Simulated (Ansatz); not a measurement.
C₂HBrCl₂ (SMILES ClC(Cl)=CBr)

Input

```
crystal:
  periodic: [false, false, false]
  atoms:
    - {symbol: Cl, position_ang: [-0.942840, -1.762491, -0.545967]}
    - {symbol: C, position_ang: [0.035422, -0.599370, 0.220266]}
    - {symbol: Cl, position_ang: [0.983449, -1.179963, 1.526946]}
    - {symbol: C, position_ang: [0.098598, 0.680168, -0.128197]}
    - {symbol: Br, position_ang: [-0.875318, 1.432463, -1.522381]}
    - {symbol: H, position_ang: [0.742789, 1.365194, 0.403133]}
basis:
  gaussian: {orbitals: def2-TZVPP}
hamiltonian: {xc: pbe0, dispersion: d4}
output: {orbitals: {seedname: orbitals}}
```

Command:

```sh
ansatz run in.yaml --threads 4 --pin off --events-out ev --progress --plain --max-ram 10444MiB
```

Geometry: PBE0-D4/def2-TZVP.

These are results of RKS PBE0-D4/def2-TZVPP in Ansatz 0.2.0, not measurements.

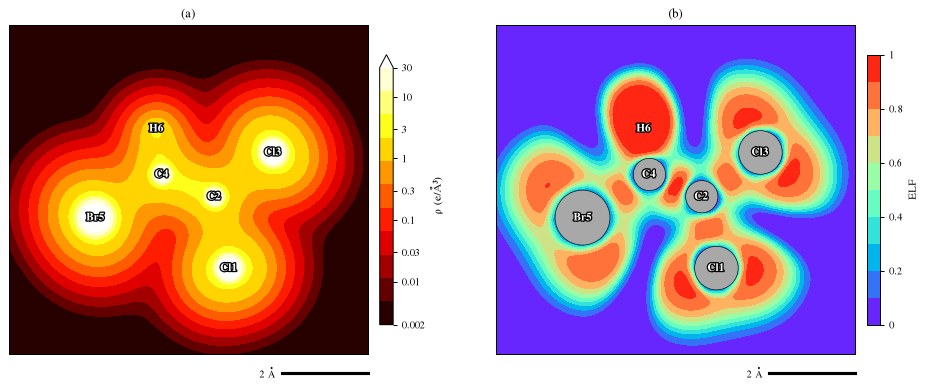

Figure 1. (a) electron density; (b) electron localisation function on the molecular plane. Grey discs cover the atomic cores in the ELF map.

### Read the bonding off the picture.

- The plane passes through Cl, C, Br and H nuclei.
- C–C (1.33 Å): ρ is about 2.4 e/Å³ halfway; the ELF peaks at about 0.95 between the atoms: a short, multiple covalent bond.
- C–Cl (1.70 Å): ρ is about 1.6 e/Å³ halfway; the ELF peaks at about 0.90 between the atoms (a covalent bond).
- C–Br (1.86 Å): the density is about 1.2 e/Å³ at the midpoint; the ELF peaks at about 0.85 between the atoms, as expected for a covalent bond.
- C–H (1.08 Å): ρ is about 2.1 e/Å³ halfway; the ELF climbs to about 1 towards the hydrogen, as it does in any bond to H; an ordinary covalent bond to hydrogen.
- The ELF also peaks beside Cl1, Br5 and Cl3, away from the bonds: lone-pair regions.

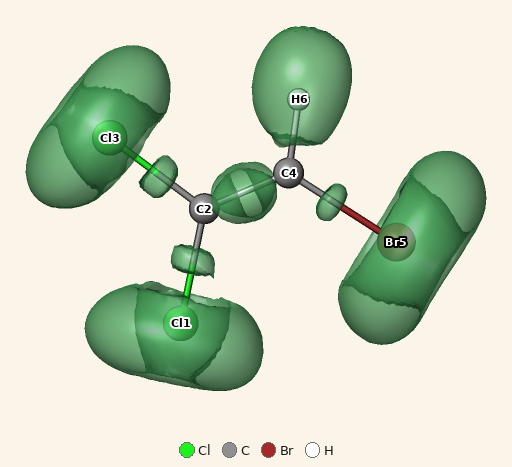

Figure 2. Isosurface of the ELF at 0.8 (green), seen across its widest extent. Only the valence region is drawn (cores and ρ < 0.01 e/Å³ removed).

### Describe the localisation domains.

The surface consists of one region between bonded Br–C atoms (shared pairs), one region between bonded C–C atoms (shared pairs), two regions between bonded C–Cl atoms (shared pairs), one region around a hydrogen nucleus, one ring or bowl of non-bonding electrons around Br and two rings or bowls of non-bonding electrons around Cl.

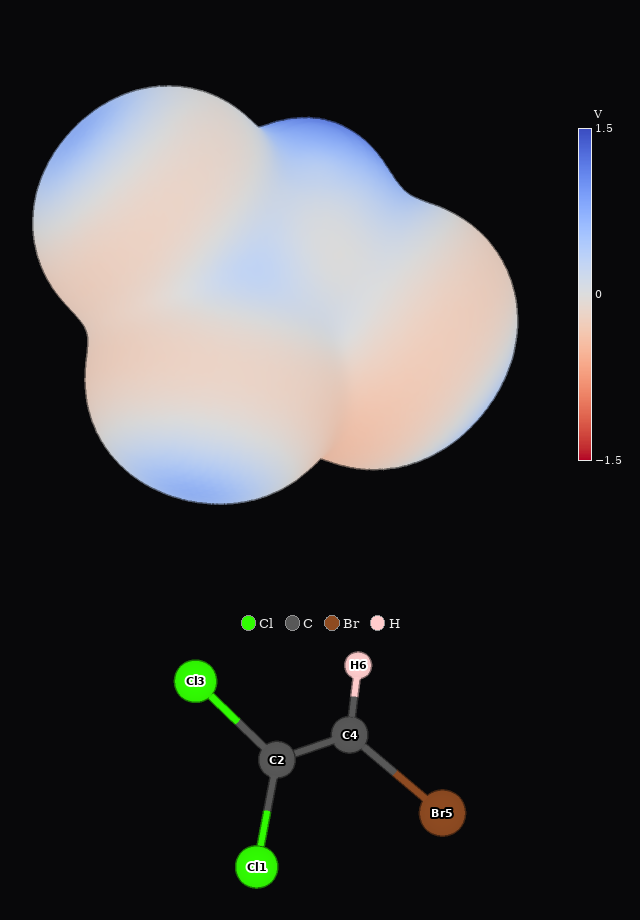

Figure 3. The molecular electrostatic potential painted on the density surface at 0.001 e/bohr³, seen at a tilt; red is negative and blue positive. The bare structure is drawn below in the same view.

### Describe the electrostatic potential map.

The most negative region (about −0.4 V) lies over Cl1 and Br5, the most positive (about +1.2 V) over H6. Cl1 shows a σ-hole: about +0.6 V at the tip opposite its bond, against about −0.2 V on its flanks. Cl3 shows a σ-hole: about +0.7 V at the tip opposite its bond, against about −0.1 V on its flanks. Br5 shows a σ-hole: about +0.8 V at the tip opposite its bond, against about −0.2 V on its flanks.
